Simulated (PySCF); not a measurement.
Consider C₂H₆S₂Zn (charge −1, doublet).

The calculation's input:

```
{"job": {"kind": "sp", "xc": "PBE0", "basis": "ma-def2-SVP", "d3": "d3bj", "grid": 2}, "charge": -1, "multiplicity": 2}
Zn    -0.026226    -0.011230    -0.012963
S      1.207003    -0.344276     1.930507
C      0.212203    -1.590732     2.844496
H     -0.871802    -1.353748     2.809003
H      0.535056    -1.598595     3.906685
H      0.356798    -2.611331     2.432521
S      1.021616     1.106639    -1.764343
C     -0.387224     1.532403    -2.866391
H     -1.111454     0.694335    -2.941837
H      0.003710     1.752075    -3.882090
H     -0.933257     2.428998    -2.504814
```

Run with:

```sh
OMP_NUM_THREADS=1 python redox_run.py task.json out
```

Geometry: PBE-D3(BJ)/ma-def2-SVP.

Computed with DFT single point, gas phase, functional PBE0 (PySCF 2.14.0, density-fitted response routines).

Question: Predict the electron density, electron localisation function and spin density between the atoms.

Answer: Zn–S (2.33 Å): the density is about 0.5 e/Å³ at the midpoint, with its minimum of 0.45 e/Å³ about 1.0 Å from Zn; the ELF peaks at about 0.90 in the valence shell of S, 0.9 Å from its nucleus, and is about 0.55 at the midpoint.
The unpaired spin (1 electron) lies mostly on Zn1 (about 0.7), S2 (about 0.1) and S7 (about 0.1), in electrons by Hirshfeld's partition.

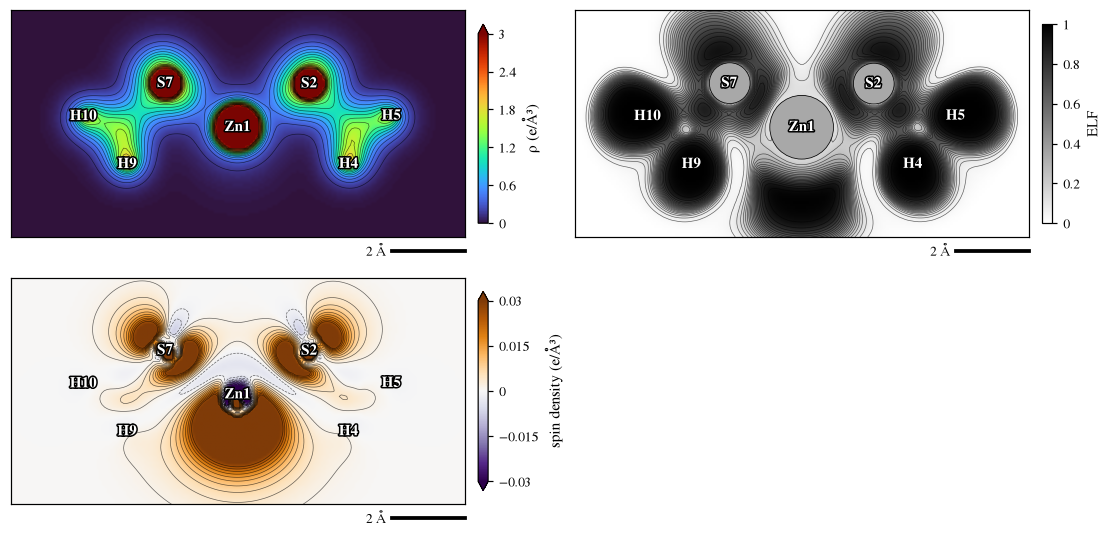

Computed electron density, electron localisation function and spin density on the plane of atoms S2, Zn1 and S7, in this order. Grey discs cover the atomic cores in the ELF map. 
